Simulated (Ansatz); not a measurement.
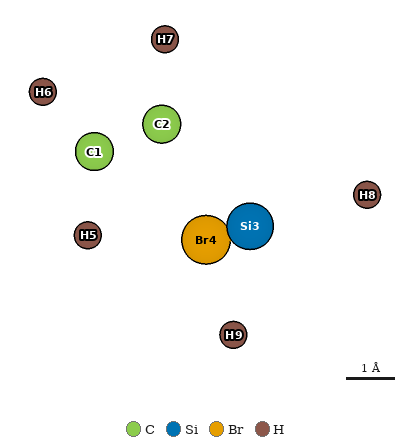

The input geometry (ball-and-stick view, seen at an oblique angle; atoms are numbered from 1 in the order of the input). Sticks are drawn by distance; a stretched bond gets none, so the picture shows separate pieces.

## Single-point calculation, with input and output: C₂H₅BrSi

C₂H₅BrSi, computed with RKS B3LYP/cc-pVTZ-DK (Ansatz 0.2.0).

Some settings of this run were made unusual or wrong on purpose. The geometry comes from this level: PBE0-D4/def2-TZVP.

### Input file
```yaml
crystal:
  periodic: [false, false, false]
  atoms:
    - {symbol: C, position_ang: [-0.705533, 2.614412, -0.353230]}
    - {symbol: C, position_ang: [0.788662, 0.864806, -0.590625]}
    - {symbol: Si, position_ang: [0.246272, -2.012345, 0.732545]}
    - {symbol: Br, position_ang: [-0.044653, -4.713090, -2.030485]}
    - {symbol: H, position_ang: [-2.318210, 2.419835, 0.611005]}
    - {symbol: H, position_ang: [-0.390461, 4.315681, -1.110543]}
    - {symbol: H, position_ang: [2.373523, 1.142478, -1.585485]}
    - {symbol: H, position_ang: [2.181813, -2.757508, 2.262555]}
    - {symbol: H, position_ang: [-1.977378, -1.954937, 2.034356]}
basis:
  gaussian: {orbitals: cc-pVTZ-DK}
hamiltonian: {xc: {name: B3LYP}}
```

Run on 4 threads of Intel Xeon @ 2.60GHz, 23 GiB of memory available, shared host.

Run as:
```bash
ansatz run in.yaml --threads 4 --pin off --events-out ev --progress --plain --max-ram 10444MiB
```

### Log
```
Functional definition: B3LYP
  name "B3LYP"
  cite "Stephens, Devlin, Chabalowski & Frisch, J. Phys. Chem. 98, 11623 (1994) doi:10.1021/j100096a001"
  cite "Becke, Phys. Rev. A 38, 3098 (1988) doi:10.1103/PhysRevA.38.3098"
  cite "Lee, Yang & Parr, Phys. Rev. B 37, 785 (1988) doi:10.1103/PhysRevB.37.785"
  cite "Vosko, Wilk & Nusair, Can. J. Phys. 58, 1200 (1980) doi:10.1139/p80-159"
  parameter a0 = 0.2
  parameter ax = 0.72
  parameter ac = 0.81
  exchange = (1 - a0 - ax)*slater_x + ax*b88_x + a0*exact_x
  correlation = (1 - ac)*vwn_rpa_c + ac*lyp_c
1319 factors; their error is unknown
mean field evaluation 1: about -80939.4383 eV, gradient 3.2e1 eV
mean field evaluation 2: about -80586.8107 eV, gradient 2.2e2 eV
mean field evaluation 4: about -80906.6130 eV, gradient 6.6e1 eV
mean field evaluation 8: about -80947.1849 eV, gradient 4.3e-1 eV
mean field evaluation 16: about -80947.4354 eV, gradient 1.6e-5 eV
mean field evaluation 32: about -80894.5833 eV, gradient 8.4e1 eV
mean field evaluation 64: about -80947.0183 eV, gradient 6.7e0 eV
mean field evaluation 96: about -80946.2130 eV, gradient 1.4e1 eV
mean field -80947.43537296 eV, -2974.7633818138 hartree, gradient 9.6e-6 eV, S^2 0.000000; 10 other end points of the search recorded, 0 dependent functions left out
reference -80947.43576692 eV, -2974.7633962917 hartree; 33, 33 occupied and 174, 174 virtual orbitals, 1319 factors
Total energy: -80947.43576692 eV, -2974.7633962917 hartree
Relativity: scalar
```

### What the run reported

| quantity | value |
| --- | --- |
| outcome | converged |
| total energy | −80947.4358 eV |
| SCF solution under orbital rotations | stable |
| wall time | 15 s (CPU time 53 s) |
| peak memory | 0.67 GiB |

This input holds a deliberate fault: the coordinates are scaled as if typed in the wrong unit. The program still converged, but the numbers can't be taken as results for the intended system.
